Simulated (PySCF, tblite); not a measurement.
# C₅H₈: dynamics, then NMR shifts on frames, part 2 of 2

tblite 0.8.0 and PySCF 2.14.0. Atoms count from 0. Earlier steps stand in the parts before.

## 5. Shielding tensors: 625 fs, PBE0/pcSseg-1

The job: settings as JSON, then the geometry in Å.

```
{"job": {"kind": "nmr", "xc": "PBE0", "basis": "pcSseg-1", "pop": false}, "charge": 0, "multiplicity": 1}
C      0.614000    -1.363500     1.410300
C     -0.125300    -0.371500     0.462800
C     -1.636100    -0.582600     0.228300
C     -2.610900     0.221000     0.971000
C     -2.555200     0.463300    -0.305600
H      1.751600    -1.231600     1.335000
H      0.368700    -2.422600     1.293400
H      0.363300    -1.089900     2.471300
H      0.265200    -0.434700    -0.545700
H     -0.037100     0.626700     0.855500
H     -1.911300    -1.614300    -0.043900
H     -2.807700     0.505700     1.963500
H     -2.789300     1.078500    -1.078700
```

With the program's defaults for keys left out, this is: GIAO PBE0/pcSseg-1 NMR shielding, non-relativistic, gas phase.

The program printed:

```text
coarse grid: 10392 points
cycle   1  E = -194.9003746803  dE =  5.978e-01  |g| = 3.480e-01  |ddm| = 3.051e+00
cycle   2  E = -194.8985237062  dE =  1.851e-03  |g| = 3.718e-01  |ddm| = 7.057e-01
cycle   3  E = -194.9351056482  dE = -3.658e-02  |g| = 3.452e-02  |ddm| = 3.689e-01
cycle   4  E = -194.9352832100  dE = -1.776e-04  |g| = 2.037e-02  |ddm| = 4.893e-02
cycle   5  E = -194.9353782455  dE = -9.504e-05  |g| = 5.403e-03  |ddm| = 2.231e-02
cycle   6  E = -194.9353839977  dE = -5.752e-06  |g| = 2.452e-03  |ddm| = 5.362e-03
final grid: 99016 points
cycle   7  E = -194.9670456136  dE = -2.172e-05  |g| = 7.925e-03  |ddm| = 2.539e-02
cycle   8  E = -194.9670320654  dE =  1.355e-05  |g| = 1.083e-02  |ddm| = 1.610e-02
cycle   9  E = -194.9670613823  dE = -2.932e-05  |g| = 1.892e-03  |ddm| = 9.362e-03
cycle  10  E = -194.9670622740  dE = -8.918e-07  |g| = 2.094e-04  |ddm| = 1.536e-03
cycle  11  E = -194.9670622828  dE = -8.771e-09  |g| = 9.442e-05  |ddm| = 2.865e-04
cycle  12  E = -194.9670622850  dE = -2.153e-09  |g| = 1.289e-05  |ddm| = 1.002e-04
cycle  13  E = -194.9670622850  dE = -3.661e-11  |g| = 3.349e-06  |ddm| = 1.502e-05
converged SCF energy = -194.9670622850

GIAO shielding tensors (ppm)
atom      isotropic    diamagn.    paramagn.     s11        s22        s33       span
  0 C      167.908     244.829     -76.921    154.205    166.773    182.746     28.542
  1 C      150.617     245.411     -94.794    122.985    155.828    173.037     50.051
  2 C      165.267     237.015     -71.748    120.489    132.337    242.974    122.485
  3 C       58.022     261.408    -203.385    -86.719     69.083    191.702    278.421
  4 C       61.782     255.047    -193.265    -84.400     73.025    196.720    281.119
  5 H       29.226      27.751       1.475     24.913     26.649     36.118     11.205
  6 H       30.264      28.610       1.654     26.700     28.236     35.855      9.155
  7 H       29.589      28.348       1.241     25.359     28.070     35.340      9.980
  8 H       29.711      31.792      -2.081     23.901     30.593     34.638     10.737
  9 H       31.919      32.385      -0.467     27.974     31.879     35.903      7.929
 10 H       29.711      28.603       1.108     22.989     28.056     38.087     15.099
 11 H       24.349      33.188      -8.838     20.439     25.516     27.093      6.655
 12 H       24.808      34.028      -9.220     19.748     26.625     28.050      8.303
```

Wall time 9 s (1 thread of Intel Xeon at 2.80GHz, shared host); peak memory 0.58 GiB.

Key values: δ C3 128.9, C4 125.1, C1 36.3, C2 21.7, H11 7.37, H12 6.91 ppm.

## 6. Nuclear shieldings: 800 fs, PBE0/pcSseg-1

The job: settings as JSON, then the geometry in Å.

```
{"job": {"kind": "nmr", "xc": "PBE0", "basis": "pcSseg-1", "pop": false}, "charge": 0, "multiplicity": 1}
C      0.366400    -1.517000     1.164500
C     -0.126800    -0.301900     0.456800
C     -1.658500    -0.521000     0.342500
C     -2.492300     0.682900     0.663000
C     -2.622800     0.293300    -0.585400
H      1.493100    -1.552800     1.084900
H     -0.101400    -2.402700     0.710500
H      0.141000    -1.390500     2.217100
H      0.257700    -0.262200    -0.523200
H      0.147100     0.639400     0.971000
H     -2.122900    -1.461900     0.710800
H     -2.874500     1.336300     1.370600
H     -2.861700     0.560500    -1.592100
```

With the program's defaults for keys left out, this is: GIAO PBE0/pcSseg-1 NMR shielding, non-relativistic, gas phase.

The program printed:

```text
coarse grid: 10392 points
cycle   1  E = -194.8906168058  dE =  5.738e-01  |g| = 3.614e-01  |ddm| = 3.058e+00
cycle   2  E = -194.8868706957  dE =  3.746e-03  |g| = 3.932e-01  |ddm| = 7.175e-01
cycle   3  E = -194.9271635055  dE = -4.029e-02  |g| = 5.107e-02  |ddm| = 3.801e-01
cycle   4  E = -194.9275300827  dE = -3.666e-04  |g| = 3.314e-02  |ddm| = 6.948e-02
cycle   5  E = -194.9277902922  dE = -2.602e-04  |g| = 8.786e-03  |ddm| = 2.932e-02
cycle   6  E = -194.9278081703  dE = -1.788e-05  |g| = 2.220e-03  |ddm| = 8.564e-03
cycle   7  E = -194.9278093980  dE = -1.228e-06  |g| = 2.860e-04  |ddm| = 2.146e-03
final grid: 99016 points
cycle   8  E = -194.9593745741  dE = -2.644e-05  |g| = 6.870e-03  |ddm| = 2.442e-02
cycle   9  E = -194.9593719169  dE =  2.657e-06  |g| = 7.674e-03  |ddm| = 1.371e-02
cycle  10  E = -194.9593871397  dE = -1.522e-05  |g| = 7.464e-04  |ddm| = 7.033e-03
cycle  11  E = -194.9593872697  dE = -1.300e-07  |g| = 2.108e-04  |ddm| = 8.860e-04
cycle  12  E = -194.9593872777  dE = -7.931e-09  |g| = 1.143e-04  |ddm| = 2.149e-04
cycle  13  E = -194.9593872809  dE = -3.248e-09  |g| = 1.484e-05  |ddm| = 9.585e-05
cycle  14  E = -194.9593872810  dE = -4.883e-11  |g| = 4.268e-06  |ddm| = 1.507e-05
converged SCF energy = -194.9593872810

GIAO shielding tensors (ppm)
atom      isotropic    diamagn.    paramagn.     s11        s22        s33       span
  0 C      166.762     248.230     -81.468    151.852    169.376    179.059     27.207
  1 C      151.625     244.834     -93.209    122.714    152.606    179.556     56.841
  2 C      163.278     239.947     -76.669    102.849    137.655    249.331    146.482
  3 C       49.860     254.508    -204.648   -109.994     75.466    184.109    294.103
  4 C       53.180     259.159    -205.979   -108.595     82.284    185.851    294.446
  5 H       29.493      28.619       0.874     25.273     26.722     36.485     11.212
  6 H       29.946      29.377       0.570     25.750     29.124     34.966      9.216
  7 H       30.060      29.500       0.560     25.908     28.866     35.405      9.497
  8 H       30.745      32.541      -1.796     26.796     30.377     35.063      8.267
  9 H       30.608      31.087      -0.479     27.382     29.146     35.296      7.914
 10 H       29.649      28.988       0.660     22.676     28.580     37.691     15.015
 11 H       24.068      32.869      -8.800     18.844     26.158     27.203      8.359
 12 H       23.610      31.820      -8.210     18.677     25.158     26.995      8.317
```

Wall time 8.7 s (1 thread of Intel Xeon at 2.80GHz, shared host); peak memory 0.58 GiB.

This run: δ C3 137.1, C4 133.7, C1 35.3, C2 23.6, H12 8.11, H11 7.65 ppm.

## 7. Shielding tensors: 1000 fs, PBE0/pcSseg-1

The job: settings as JSON, then the geometry in Å.

```
{"job": {"kind": "nmr", "xc": "PBE0", "basis": "pcSseg-1", "pop": false}, "charge": 0, "multiplicity": 1}
C      0.537000    -1.672400     1.075900
C     -0.398100    -0.706000     0.322700
C     -1.890300    -0.701300     0.817700
C     -2.756600     0.432000     0.967000
C     -2.998700    -0.244000    -0.114000
H      1.562400    -1.560900     0.632400
H      0.201800    -2.695000     0.879400
H      0.662900    -1.592200     2.111700
H     -0.429900    -1.101800    -0.713500
H     -0.042400     0.361100     0.495400
H     -2.050100    -1.531100     1.483500
H     -2.912300     1.240400     1.666800
H     -3.478100    -0.333900    -1.071500
```

Method: GIAO PBE0/pcSseg-1 NMR shielding, non-relativistic, gas phase.

The program printed:

```text
coarse grid: 10392 points
cycle   1  E = -194.8930042991  dE =  5.849e-01  |g| = 3.650e-01  |ddm| = 3.040e+00
cycle   2  E = -194.8889268036  dE =  4.077e-03  |g| = 3.986e-01  |ddm| = 7.576e-01
cycle   3  E = -194.9308313221  dE = -4.190e-02  |g| = 4.570e-02  |ddm| = 4.048e-01
cycle   4  E = -194.9310972057  dE = -2.659e-04  |g| = 3.108e-02  |ddm| = 6.164e-02
cycle   5  E = -194.9313244155  dE = -2.272e-04  |g| = 7.983e-03  |ddm| = 2.831e-02
cycle   6  E = -194.9313389446  dE = -1.453e-05  |g| = 2.005e-03  |ddm| = 7.773e-03
cycle   7  E = -194.9313399378  dE = -9.932e-07  |g| = 1.649e-04  |ddm| = 1.881e-03
final grid: 99016 points
cycle   8  E = -194.9633612075  dE = -2.431e-05  |g| = 6.786e-03  |ddm| = 2.509e-02
cycle   9  E = -194.9633589135  dE =  2.294e-06  |g| = 7.495e-03  |ddm| = 1.360e-02
cycle  10  E = -194.9633735452  dE = -1.463e-05  |g| = 6.238e-04  |ddm| = 6.965e-03
cycle  11  E = -194.9633736344  dE = -8.925e-08  |g| = 1.979e-04  |ddm| = 7.849e-04
cycle  12  E = -194.9633736420  dE = -7.542e-09  |g| = 9.423e-05  |ddm| = 1.977e-04
cycle  13  E = -194.9633736442  dE = -2.170e-09  |g| = 1.354e-05  |ddm| = 8.116e-05
cycle  14  E = -194.9633736442  dE = -4.309e-11  |g| = 2.660e-06  |ddm| = 1.389e-05
converged SCF energy = -194.9633736442

GIAO shielding tensors (ppm)
atom      isotropic    diamagn.    paramagn.     s11        s22        s33       span
  0 C      170.850     246.127     -75.277    157.996    166.922    187.633     29.637
  1 C      144.606     243.475     -98.870    122.640    143.755    167.422     44.781
  2 C      164.613     237.486     -72.873    120.851    129.246    243.741    122.890
  3 C       62.633     257.217    -194.584    -68.857     75.935    180.822    249.679
  4 C       63.213     257.941    -194.728    -84.224     84.016    189.847    274.071
  5 H       29.894      29.255       0.639     25.493     27.336     36.852     11.359
  6 H       30.420      29.162       1.257     26.188     28.829     36.242     10.054
  7 H       31.560      30.739       0.820     27.762     29.328     37.589      9.827
  8 H       29.177      31.313      -2.135     24.008     30.150     33.374      9.367
  9 H       29.317      30.241      -0.925     25.602     29.154     33.195      7.593
 10 H       30.584      29.190       1.394     23.709     29.794     38.249     14.540
 11 H       24.262      31.535      -7.274     22.362     24.608     25.815      3.453
 12 H       23.893      31.499      -7.607     19.861     25.798     26.019      6.158
```

Wall time 8.3 s (1 thread of Intel Xeon at 2.80GHz, shared host); peak memory 0.58 GiB.

In short: δ C3 124.3, C4 123.7, C1 42.3, C2 22.3, H12 7.82, H11 7.46 ppm.

## 8. Run by run: NMR shifts

Shifts (ppm) of some atoms, chosen among heavy atoms and hydrogens apart, with basis size and wall time:

| frame | C3 | C4 | C1 | C2 | C0 | H7 | H9 | functions | time |
| --- | --- | --- | --- | --- | --- | --- | --- | --- | --- |
| 250 fs | 143.7 | 131.5 | 34.7 | 23.2 | 15.7 | 1.81 | 0.83 | 125 | 8.3 s |
| 425 fs | 127.5 | 125.2 | 36.8 | 17.0 | 17.0 | 2.45 | 0.74 | 125 | 8.5 s |
| 625 fs | 128.9 | 125.1 | 36.3 | 21.7 | 19.0 | 2.13 | -0.20 | 125 | 9 s |
| 800 fs | 137.1 | 133.7 | 35.3 | 23.6 | 20.2 | 1.66 | 1.11 | 125 | 8.7 s |
| 1000 fs | 124.3 | 123.7 | 42.3 | 22.3 | 16.1 | 0.16 | 2.40 | 125 | 8.3 s |

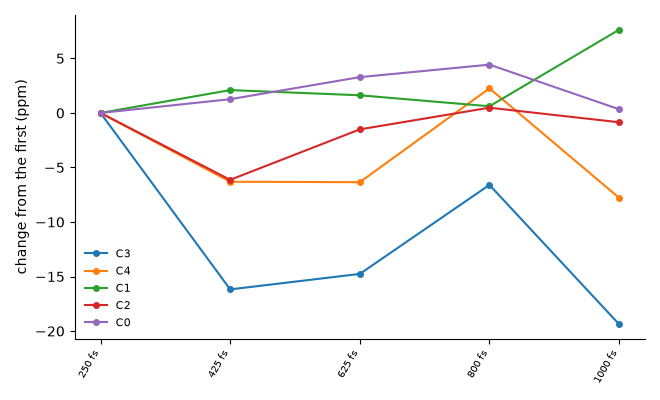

How five of the tabulated atoms move from run to run.

## 9. Outcome

This closing draws on all 2 parts.

| quantity | value |
| --- | --- |
| thermostat | 300 K |
| mean temperature, second half | 312 K |
| mean potential energy above the minimum | 0.49 eV |
| ¹³C shifts against TMS (PBE0/pcSseg-1, 250 fs) | 143.7, 131.5, 34.7, 23.2, 15.7 ppm |
| ¹H shifts against TMS (PBE0/pcSseg-1, 250 fs) | 9.00, 7.22, 2.82, 1.81, 1.01, 0.91, 0.83, 0.67 ppm |
| range of the shift of C3 | 124.3 to 143.7 ppm |

**Reading.** In the second half the potential energy averages 0.49 eV above the minimum; equipartition over 33 harmonic modes at 300 K would give 0.43 eV. With 13 atoms the temperature swings widely (170 to 443 K). Shifts at one fixed geometry are not the observed spectrum, which averages over the motion. In the first frame run (250 fs): The largest span, 328 ppm, is at C3, where the paramagnetic term is -213 ppm. In ppm, C3 moves most: its shift spreads over 19.4 ppm, from 124.3 (1000 fs) to 143.7 (250 fs).
